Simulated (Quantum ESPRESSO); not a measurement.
# λ and ρ(T) of Ir (Fm-3m) from pw.x, ph.x and EPW, part 2 of 4

How strongly do phonons scatter the electrons of Ir (Fm-3m), and how dense must the meshes be?

Quantum ESPRESSO 7.5; DFT LDA, scalar-relativistic, plane waves, PseudoDojo 0.4.1 norm-conserving pseudopotentials.

So far. Step 2 (Relaxation): The volume ends at 13.75 Å³ an atom, -2.2 % from the start. Step 3 (Ground state): The Fermi level lies at 26.41 eV and the pressure is -0.21 GPa.

**4. Phonons on the coarse mesh (continued)**

Frequencies at the irreducible wavevectors:

| q1 | q2 | q3 | star | mode 1 (cm⁻¹) | mode 2 (cm⁻¹) | mode 3 (cm⁻¹) |
| --- | --- | --- | --- | --- | --- | --- |
| 0 | 0 | 0 | 1 | 1.1 | 1.1 | 1.1 |
| 0 | 0 | 0.25 | 8 | 93.7 | 93.7 | 178.6 |
| 0 | 0 | -0.5 | 4 | 125.6 | 125.6 | 213.1 |
| 0 | 0.25 | 0.25 | 6 | 123.1 | 123.1 | 190.1 |
| 0 | 0.25 | -0.5 | 24 | 146.6 | 166.2 | 202.2 |
| 0 | 0.25 | -0.25 | 12 | 135.2 | 153.8 | 203.4 |
| 0 | -0.5 | -0.5 | 3 | 157.2 | 157.2 | 213.1 |
| 0.25 | -0.5 | -0.25 | 6 | 176.1 | 184.3 | 184.3 |

The lowest mode off the zone centre lies at 93.7 cm⁻¹ and the highest of all solved modes at 213 cm⁻¹, so the solved wavevectors are stable. The acoustic modes at the centre lie within 1.1 cm⁻¹ of zero before the sum rule is imposed.

**5. Bands for the check**

Bands on a path serve later as the test of the Wannier interpolation; inside the frozen window, points that lie on the coarse mesh match by construction, and those between them test it.

bands.in reads:

```
 &control
    calculation='bands',
    prefix='x',
    outdir='./tmp',
    pseudo_dir='./pseudo',
    verbosity='high',
 /
 &system
    ibrav=0,
    nat=1,
    ntyp=1,
    ecutwfc=56.0,
    occupations='smearing',
    smearing='mv',
    degauss=0.02,
    nbnd=31,
 /
 &electrons
    conv_thr=1.0d-10,
 /
ATOMIC_SPECIES
 Ir    192.2170  Ir.upf
CELL_PARAMETERS angstrom
     0.000000000    1.901452400    1.901452400
     1.901452400    0.000000000    1.901452400
     1.901452400    1.901452400    0.000000000
ATOMIC_POSITIONS crystal
 Ir     0.000000000   0.000000000   0.000000000
K_POINTS crystal
45
 0.37500000 0.37500000 0.75000000 0.02222222
 0.35000000 0.35000000 0.70000000 0.02222222
 0.32500000 0.32500000 0.65000000 0.02222222
 0.30000000 0.30000000 0.60000000 0.02222222
[the list of k-points goes on]
```

On the command line:

```
> OMP_NUM_THREADS=1 mpirun -n 8 pw.x -nk 8 -in bands.in > bands.out
```

The log of the run:

```text
[banner, memory and clock lines left out]
[...]
number of Kohn-Sham states=           31
```

Elapsed: 2.3 s, on 8 MPI ranks of Arm Neoverse V2, shared host; 16 s of CPU time.

**6. States on the coarse mesh**

Wannier functions need the states on a full uniform k mesh, and the couplings need it to be a multiple of the q mesh.

nscf.in reads:

```
 &control
    calculation='nscf',
    prefix='x',
    outdir='./tmp',
    pseudo_dir='./pseudo',
    verbosity='high',
 /
 &system
    ibrav=0,
    nat=1,
    ntyp=1,
    ecutwfc=56.0,
    occupations='smearing',
    smearing='mv',
    degauss=0.02,
    nbnd=31,
 /
 &electrons
    conv_thr=1.0d-11,
 /
ATOMIC_SPECIES
 Ir    192.2170  Ir.upf
CELL_PARAMETERS angstrom
     0.000000000    1.901452400    1.901452400
     1.901452400    0.000000000    1.901452400
     1.901452400    1.901452400    0.000000000
ATOMIC_POSITIONS crystal
 Ir     0.000000000   0.000000000   0.000000000
K_POINTS crystal
512
 0.00000000 0.00000000 0.00000000 0.00195312
 0.00000000 0.00000000 0.12500000 0.00195312
 0.00000000 0.00000000 0.25000000 0.00195312
 0.00000000 0.00000000 0.37500000 0.00195312
[the list of k-points goes on]
```

On the command line:

```
> OMP_NUM_THREADS=1 mpirun -n 8 pw.x -nk 8 -in nscf.in > nscf.out
```

The log of the run:

```text
[banner, memory and clock lines left out]
[...]
number of Kohn-Sham states=           31
     the Fermi energy is    26.5015 ev
```

It took 18 s on 8 MPI ranks.

Numbers from this step:

```
Fermi energy : 26.50 eV
```

**7. Wannier functions and couplings**

Projections Ir s, p, d start 9 Wannier functions; states up to 2.5 eV over the Fermi level are frozen, and the projected functions are kept without the localisation step. Hamiltonian, force constants and couplings go to real space.

epw1.in reads:

```
--
 &inputepw
    prefix='x',
    outdir='./tmp',
    dvscf_dir='./save',
    elph=.true.,
    etf_mem=1,
    nbndsub=9,
    bands_skipped='exclude_bands = 1-4',
    use_ws=.true.,
    vme='wannier',
    asr_typ='crystal',
    nk1=8,
    nk2=8,
    nk3=8,
    nq1=4,
    nq2=4,
    nq3=4,
    amass(1)=192.217,
    epwwrite=.true.,
    epwread=.false.,
    wannierize=.true.,
    num_iter=0,
    dis_win_max=66.41,
    dis_froz_max=28.906,
    proj(1)='Ir:s;p;d',
    wdata(1)='dis_num_iter = 600',
    wdata(2)='guiding_centres = .true.',
    wdata(3)='num_print_cycles = 50',
    wdata(4)='dis_mix_ratio = 0.7',
    band_plot=.true.,
    filkf='path.dat',
    filqf='path.dat',
    fsthick=100.0,
    efermi_read=.true.,
    fermi_energy=26.4063,
 /
```

On the command line:

```
> OMP_NUM_THREADS=1 mpirun -n 8 epw.x -nk 8 -in epw1.in > epw1.out
```

The log of the run:

```text
[the first part of the log is left out]
     Number of WS vectors for phonons       93
     Number of WS vectors for electron-phonon       93
     Maximum number of cores for efficient parallelization       93
     Inside velocity step 1
     Velocity matrix elements calculated
     Writing Hamiltonian, Dynamical matrix and EP vertex in Wann rep to file
     ===================================================================
     Memory usage:  VmHWM =       258Mb
                   VmPeak =       732Mb
     ===================================================================
     Using q-mesh file: path.dat
     WARNING: q-point weigths do not add up to 1 [loadqmesh_serial]
     Size of q point mesh for interpolation:         45
     Using k-mesh file: path.dat
     WARNING: k-point weigths do not add up to 1 [loadkmesh_para]
     Size of k point mesh for interpolation:         45
     Fermi energy coarse grid =  26.501474 eV
     ===================================================================
     Fermi energy is read from the input file: Ef =  26.406300 eV
     ===================================================================
     Skipping    4 occupied bands:
     The Fermi level will be determined with   9.00000 electrons
              ibndmin =     1  ebndmin =    14.997 eV
              ibndmax =     9  ebndmax =    57.402 eV
     Number of ep-matrix elements per pool :         1458 ~=   11.39 Kb (@ 8 bytes/ DP)
     We only need to compute       45 q-points
     ===================================================================
     Memory usage:  VmHWM =       258Mb
                   VmPeak =       732Mb
     ===================================================================
```

The job ended after 3.1 min (8 MPI ranks).

Numbers from this step:

- r.m.s. error of the interpolated bands from 2 eV under to 1 eV over the Fermi level: 8.3 meV
- largest error in that range: 36.8 meV
- lowest interpolated frequency on the path: 0 cm⁻¹

Electronic bands along the path, in eV, zero at the Fermi level; # counts the bands kept:

| point | #1 | #2 | #3 | #4 | #5 | #6 | #7 | #8 |
| --- | --- | --- | --- | --- | --- | --- | --- | --- |
| K | -7.21 | -6.19 | -2.97 | -0.88 | 0.68 | 6.37 | 7.98 | 11.85 |
| Γ | -11.41 | -4.03 | -4.03 | -4.03 | -1.19 | -1.19 | 13.63 | 19.24 |
| L | -8.38 | -4.13 | -4.13 | -0.78 | 1.00 | 1.00 | 7.55 | 13.29 |
| W | -6.48 | -5.04 | -5.04 | -1.86 | 1.61 | 8.35 | 9.27 | 9.27 |
| X | -8.20 | -7.62 | 0.99 | 1.61 | 1.61 | 1.73 | 10.88 | 11.62 |

The same for Wannier interpolation:

| point | #1 | #2 | #3 | #4 | #5 | #6 | #7 | #8 |
| --- | --- | --- | --- | --- | --- | --- | --- | --- |
| K | -7.21 | -6.19 | -2.97 | -0.88 | 0.68 | 6.48 | 8.38 | 13.01 |
| Γ | -11.41 | -4.03 | -4.03 | -4.03 | -1.19 | -1.19 | 27.41 | 27.41 |
| L | -8.38 | -4.13 | -4.13 | -0.78 | 1.00 | 1.00 | 7.56 | 21.10 |
| W | -6.48 | -5.04 | -5.04 | -1.86 | 1.61 | 8.38 | 9.50 | 9.50 |
| X | -8.20 | -7.62 | 0.99 | 1.61 | 1.61 | 1.73 | 10.97 | 11.70 |

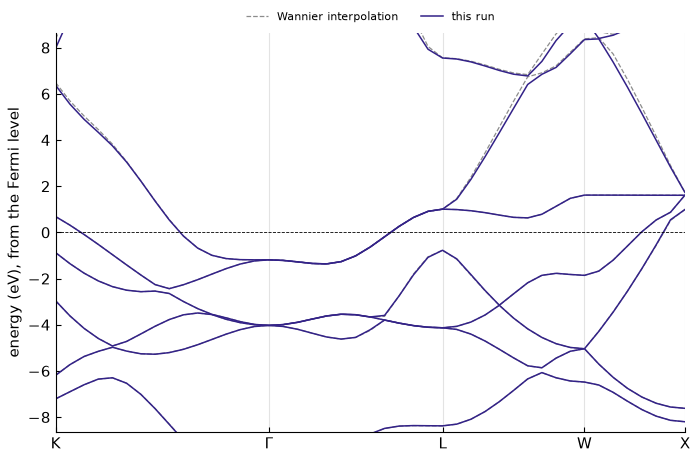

Electronic bands along the path; dashed: Wannier interpolation.

The phonon branches at the labelled points (cm⁻¹):

| point | branch 1 | branch 2 | branch 3 |
| --- | --- | --- | --- |
| K | 156 | 184 | 194 |
| Γ | 0 | 0 | 0 |
| L | 126 | 126 | 213 |
| W | 176 | 184 | 184 |
| X | 157 | 157 | 213 |

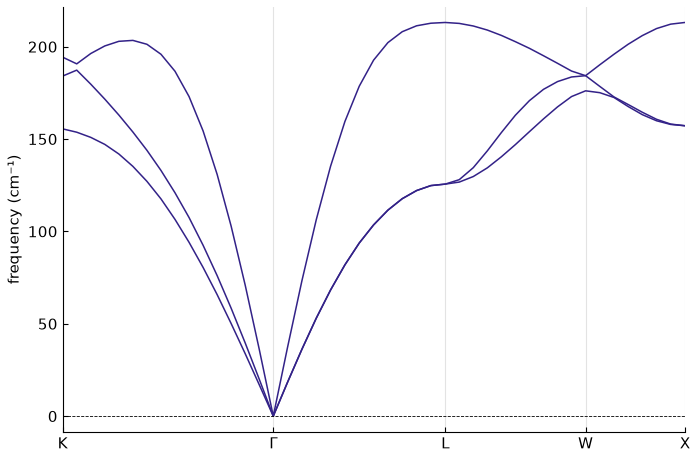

Phonon branches along the path.

Near the Fermi level the interpolated bands miss those of pw.x by 8 meV r.m.s. and 37 meV at most, each level matched to the nearest interpolated one; the r.m.s. value is under the 60 meV set for going on.

**8. Coupling and Tc: fine k 20×20×20, q 10×10×10, width 0.15 eV, window 0.61 eV**

The couplings are interpolated to a fine mesh near the Fermi level; their sum gives α²F and λ, and the linearised gap equation gives Tc.

a2f-1.in reads:

```
--
 &inputepw
    prefix='x',
    outdir='./tmp',
    dvscf_dir='./save',
    elph=.true.,
    etf_mem=1,
    nbndsub=9,
    bands_skipped='exclude_bands = 1-4',
    use_ws=.true.,
    vme='wannier',
    asr_typ='crystal',
    nk1=8,
    nk2=8,
    nk3=8,
    nq1=4,
    nq2=4,
    nq3=4,
    amass(1)=192.217,
    epwwrite=.false.,
    epwread=.true.,
    wannierize=.false.,
    nkf1=20,
    nkf2=20,
    nkf3=20,
    nqf1=10,
    nqf2=10,
    nqf3=10,
    mp_mesh_k=.true.,
    ephwrite=.true.,
    eliashberg=.true.,
    liso=.true.,
    limag=.true.,
    tc_linear=.true.,
    tc_linear_solver='lapack',
    fsthick=0.61,
    degaussw=0.15,
    degaussq=0.5,
    nqstep=500,
    muc=0.13,
    wscut=0.3,
    nsiter=500,
    nstemp=7,
    temps=0.5 1.0 2.0 4.0 8.0 16.0 32.0,
 /
```

On the command line:

```
> OMP_NUM_THREADS=1 mpirun -n 8 epw.x -nk 8 -in a2f-1.in > a2f-1.out
```

The log of the run:

```text
[the first part of the log is left out]
            Electron smearing (eV) =    0.150000000000000D+00
                 Fermi window (eV) =    0.610000000000000D+00
     Finish writing .ephmat files
     ===================================================================
     Memory usage:  VmHWM =        47Mb
                   VmPeak =       524Mb
     ===================================================================
     Finish writing dos file x.dos
     Finish writing phdos files x.phdos and x.phdos_proj
     ===================================================================
     Solve isotropic Eliashberg equations
     ===================================================================
     Finish reading freq file
                  Fermi level (eV) =     2.6396944890E+01
     DOS(states/spin/eV/Unit Cell) =     2.4973949996E-01
            Electron smearing (eV) =     1.5000000000E-01
                 Fermi window (eV) =     6.1000000000E-01
     Nr irreducible k-points within the Fermi shell =       128 out of       256
           3 bands within the Fermi window
     Finish reading egnv file
     Max nr of q-points =       548
     Finish reading ikmap files
     Start reading .ephmat files
     Finish reading .ephmat files
     a2f file is not found to estimate initial gap: calculating a2f files
     Finish reading a2f file
     Electron-phonon coupling strength =    0.3375138
     Estimated Tc using McMillan expression =   0.0861 K for muc =   0.1300
     Estimated Tc using Allen-Dynes modified McMillan expression =   0.0869 K
     Estimated Tc using SISSO machine learning model =   0.1009 K
     Estimated w_log =  19.9402 meV
     Estimated BCS superconducting gap using McMillan Tc =   0.0131 meV
     WARNING WARNING WARNING
     The code may crash since tempsmin =    0.500 K is larger than McMillan Tc =     0.086 K
     Start: Solving (isotropic) linearized Eliashberg equation with solver = lapack
     For the first Temp.    0.50  K
       Total number of frequency points nsiw(     1) =   1108
       Cutoff frequency wscut =     0.3001
     Superconducting transition temp. Tc is the one which has Max. eigenvalue close to 1
      -----------------------------------------------------------------
             Temp.       Max.         nsiw     wscut    Nr. of iters
             (K)       eigenvalue    (itemp)   (eV)      to Converge
      -----------------------------------------------------------------
             0.50      0.9197941     1108      0.3001        1
             1.00      0.7788024      554      0.3002        1
             2.00      0.6387892      277      0.3005        1
             4.00      0.5004387      139      0.3021        1
             8.00      0.3636923       69      0.3010        1
            16.00      0.2317201       35      0.3075        1
            32.00      0.1089693       17      0.3032        1
      -----------------------------------------------------------------
     Finish: Solving (isotropic) linearized Eliashberg equation
```

The job ended after 82 s (8 MPI ranks; 9.7 min of CPU time).

Numbers from this step:

```yaml
coupling_constant_lambda: 0.3375
log_mean_phonon_energy_omega_log: 19.94 meV
density_of_states_at_the_fermi_level: 0.2497 states/eV a spin and cell
fermi_level_on_the_fine_mesh: 26.40 eV
```

The a2F has structure finer than the step of the table below, so its rows give means over 2 meV, whole bins alone (the curve runs from 0.058 to 28.9 meV). Peaks (meV: height): 18.7: 0.416, 21.0: 0.373, 25.0: 0.715.

The a2F by phonon energy; means over each step:

| phonon energy (meV) | a2F |
| --- | --- |
| 2 | 0 |
| 4 | 6.7e-4 |
| 6 | 0.00236 |
| 8 | 0.00169 |
| 10 | 0.00973 |
| 12 | 0.0178 |
| 14 | 0.0548 |
| 16 | 0.157 |
| 18 | 0.268 |
| 20 | 0.322 |
| 22 | 0.235 |
| 24 | 0.348 |
| 26 | 0.303 |

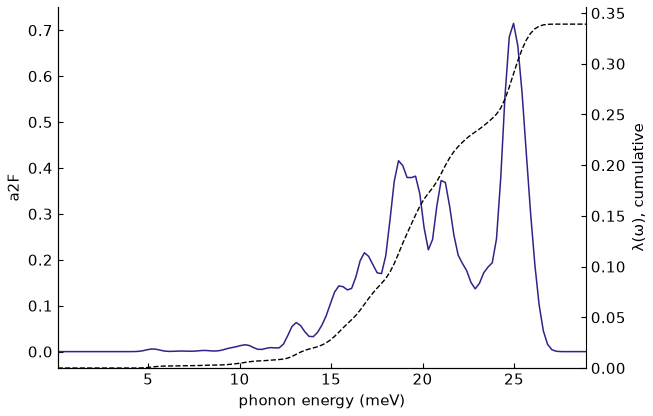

A2F, plotted against phonon energy. The dashed line is the running λ.

λ = 0.338 and ħω_log = 19.9 meV. The eigenvalue stays under 1 down to 0.5 K.

**9. Resistivity: fine k 24×24×24, q 12×12×12, adaptive width, window 0.32 eV**

The Boltzmann equation is solved by iteration on a fine mesh; only states within the window around the Fermi level enter.

bte-1.in reads:

```
--
 &inputepw
    prefix='x',
    outdir='./tmp',
    dvscf_dir='./save',
    elph=.true.,
    etf_mem=1,
    nbndsub=9,
    bands_skipped='exclude_bands = 1-4',
    use_ws=.true.,
    vme='wannier',
    asr_typ='crystal',
    nk1=8,
    nk2=8,
    nk3=8,
    nq1=4,
    nq2=4,
    nq3=4,
    amass(1)=192.217,
    epwwrite=.false.,
    epwread=.true.,
    wannierize=.false.,
    nkf1=24,
    nkf2=24,
    nkf3=24,
    nqf1=12,
    nqf2=12,
    nqf3=12,
    mp_mesh_k=.true.,
    scattering=.true.,
    iterative_bte=.true.,
    epmatkqread=.false.,
    assume_metal=.true.,
    int_mob=.false.,
    carrier=.false.,
    ngaussw=-99,
    mob_maxiter=200,
    broyden_beta=0.7,
    fsthick=0.32,
    degaussw=0.0,
    nstemp=6,
    temps=150 200 273 300 400 500,
    restart=.false.,
    selecqread=.false.,
 /
```

On the command line:

```
> OMP_NUM_THREADS=1 mpirun -n 8 epw.x -nk 8 -in bte-1.in > bte-1.out
```

The log of the run:

```text
[the first part of the log is left out]
     =============================================================================================
     Start solving iterative Boltzmann Transport Equation
     =============================================================================================
     Iteration number:         1
     =============================================================================================
       Temp     Fermi        DOS        Population SR                 Conductivity
        [K]      [eV]    [states/Ry] [carriers per cell]               [Ohm.cm]^-1
     =============================================================================================
      150.000  26.4496   0.95845E+01   0.00000E+00    0.610493E+06    0.760227E-12   -0.509483E-12
                                       0.60785E-14   -0.922764E-12    0.610493E+06    0.261478E-11
                                       0.73322E-14    0.842972E-12    0.124010E-11    0.610493E+06
      200.000  26.4501   0.10969E+02   0.00000E+00    0.467040E+06   -0.123838E-11   -0.330529E-12
                                      -0.63421E-14    0.386133E-12    0.467040E+06    0.151357E-12
                                      -0.26611E-14   -0.211419E-12   -0.243376E-11    0.467040E+06
      273.000  26.4506   0.12471E+02   0.00000E+00    0.336706E+06   -0.329374E-12    0.219942E-12
                                       0.77716E-15   -0.550820E-12    0.336706E+06   -0.297232E-11
                                      -0.59928E-14    0.440408E-12   -0.225574E-11    0.336706E+06
      300.000  26.4507   0.12900E+02   0.88818E-15    0.303500E+06    0.247685E-12   -0.385476E-12
                                       0.63420E-14    0.171567E-12    0.303500E+06    0.598549E-12
                                       0.61499E-14   -0.653508E-12   -0.118678E-11    0.303500E+06
      400.000  26.4508   0.13538E+02  -0.22204E-15    0.219785E+06    0.240811E-13   -0.130281E-15
                                      -0.99236E-15    0.825585E-13    0.219785E+06    0.990702E-12
                                       0.19516E-14    0.275265E-12    0.154109E-11    0.219785E+06
      500.000  26.4505   0.12226E+02   0.44409E-15    0.171405E+06   -0.357752E-12   -0.873564E-16
                                       0.17558E-14   -0.103198E-12    0.171405E+06   -0.522864E-12
                                      -0.88683E-15    0.655134E-16   -0.574472E-12    0.171405E+06
                                                      0.610493E+06    Max error
     [...]
     Iteration number:        24
     =============================================================================================
       Temp     Fermi        DOS        Population SR                 Conductivity
        [K]      [eV]    [states/Ry] [carriers per cell]               [Ohm.cm]^-1
     =============================================================================================
      150.000  26.4496   0.95845E+01   0.00000E+00    0.628460E+06   -0.257995E-13   -0.330602E-12
                                       0.13815E-13   -0.503091E-12    0.628460E+06    0.100446E-11
                                      -0.39164E-14    0.946147E-12   -0.708799E-11    0.628460E+06
      200.000  26.4501   0.10969E+02   0.00000E+00    0.480728E+06   -0.171997E-12    0.562138E-12
                                      -0.10186E-13   -0.426122E-12    0.480728E+06    0.825155E-12
                                       0.58317E-14   -0.112969E-12    0.276915E-12    0.480728E+06
      273.000  26.4506   0.12471E+02   0.17764E-14    0.346594E+06   -0.452352E-12    0.113307E-12
                                      -0.69771E-14    0.157807E-12    0.346594E+06   -0.219490E-11
                                       0.20317E-14   -0.116875E-12   -0.190831E-11    0.346594E+06
      300.000  26.4507   0.12900E+02   0.00000E+00    0.312407E+06   -0.349150E-12    0.323159E-12
                                      -0.43265E-14   -0.137168E-12    0.312407E+06    0.150669E-11
                                      -0.33392E-14   -0.110006E-12   -0.163053E-11    0.312407E+06
      400.000  26.4508   0.13538E+02   0.00000E+00    0.226253E+06   -0.168556E-12    0.371386E-12
                                      -0.38304E-14    0.227251E-12    0.226253E+06    0.162301E-11
                                      -0.63266E-14   -0.426708E-12   -0.912015E-12    0.226253E+06
      500.000  26.4505   0.12226E+02  -0.22204E-15    0.176470E+06    0.209839E-12    0.549595E-13
                                      -0.86080E-15   -0.690138E-13    0.176470E+06    0.295848E-12
                                      -0.36623E-14   -0.136958E-13   -0.344044E-13    0.176470E+06
                                                      0.542379E-06    Max error
```

Elapsed: 1.7 min, on 8 MPI ranks.

This step gave:

* iterations: 24
* resistivity at 300 K: 3.201 μΩ cm

Resistivity, by row:

| T (K) | rho_xx (μΩ cm) | rho_yy | rho_zz | relaxation-time approximation, mean of the axes (μΩ cm) |
| --- | --- | --- | --- | --- |
| 150 | 1.591 | 1.591 | 1.591 | 1.536 |
| 200 | 2.08 | 2.08 | 2.08 | 2.002 |
| 273 | 2.885 | 2.885 | 2.885 | 2.764 |
| 300 | 3.201 | 3.201 | 3.201 | 3.063 |
| 400 | 4.42 | 4.42 | 4.42 | 4.212 |
| 500 | 5.667 | 5.667 | 5.667 | 5.38 |

ρ(300 K) = 3.20 μΩ cm; the relaxation-time start gave 3.06. One mesh does not show convergence. The largest adaptive width printed is 0.72 eV, against a window of 0.32 eV outside which no state is counted.

[end of part 2 of 4]

[The logs of pw.x and epw.x are selected lines.]

[Logs are printed without paths, hosts, clocks, repeated set-up lines and the standing remarks that a program may print on its own settings, such as how far it seeks lower states.]

[Hosts, paths, dates, database ids (printed as entryN), source tags and the programs' standing remarks are cut or masked in the printed files.]
